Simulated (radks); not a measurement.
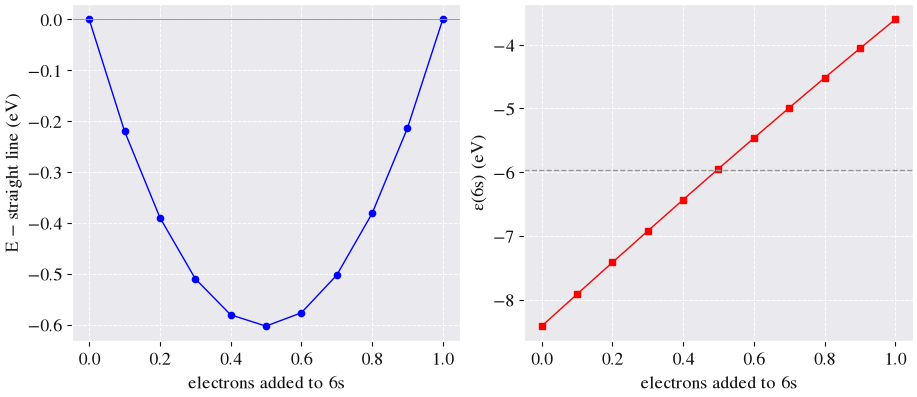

Level of theory: scalar-relativistic Kohn-Sham, PBEsol, spin-unpolarised, spherical densities, point nucleus. Computed with the in-house radial solver radks. The occupation of the 6s shell is varied from Sm⁺ ([Xe] 4f6 6s1) to Sm ([Xe] 4f6 6s2), with spherical fractional occupations. The plot shows the total energy less the straight line between the end points, and the eigenvalue of 6s (the dashed line is minus the energy to take the whole electron out).

Is the energy convex or concave in the occupation, and by how much?

The curve is convex (below the straight line), with the largest deviation among the points computed, −0.60 eV, at 0.5. The end points differ by 5.96 eV, the energy to take the electron out. The eigenvalue, which is the slope of the energy (Janak's theorem), moves from −8.42 eV at 0 to −3.60 eV at 1; for a straight line it would stay constant, and a parabola would sag by an eighth of this change, scaled to a whole electron, 0.60 eV. Convexity is the delocalisation error: fractional charges are too low in energy.
